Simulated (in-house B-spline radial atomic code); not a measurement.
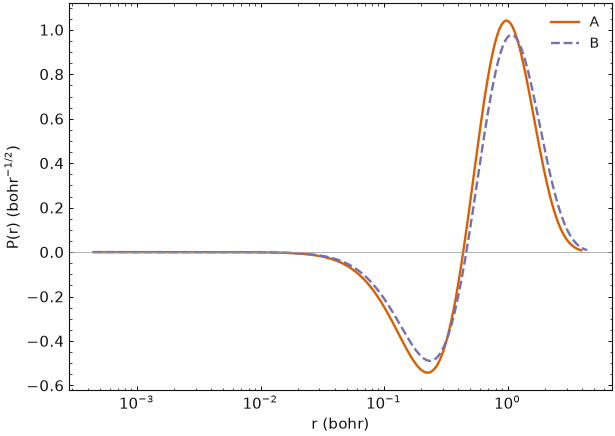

Two charge states of rhodium were computed: Rh⁵⁺ in [Kr] 4d4 (open shells shared over both j by 2j + 1); Rh⁶⁺ in [He] 2s2 2p5 3s2 3p5 3d10 4s2 4p6 4d5 (2p1/2: 1, 2p3/2: 4, 3p1/2: 2, 3p3/2: 3, 4d3/2: 2, 4d5/2: 3). Level of theory: Dirac-Hartree-Fock, average of configuration, Fermi nucleus, basis-set limit. Computed with an in-house B-spline radial code.

The plot shows P(r) = r R(r) of the 4d5/2 orbital in both runs (large components where relativistic).

**Which curve belongs to which run?**

A is Rh⁶⁺ in [He] 2s2 2p5 3s2 3p5 3d10 4s2 4p6 4d5 (2p1/2: 1, 2p3/2: 4, 3p1/2: 2, 3p3/2: 3, 4d3/2: 2, 4d5/2: 3) (⟨r⟩ = 1.13 bohr, eigenvalue −104.7 eV); B is Rh⁵⁺ in [Kr] 4d4 (open shells shared over both j by 2j + 1) (⟨r⟩ = 1.26 bohr, eigenvalue −78.6 eV). Fewer electrons screen less, so the orbital shrinks.
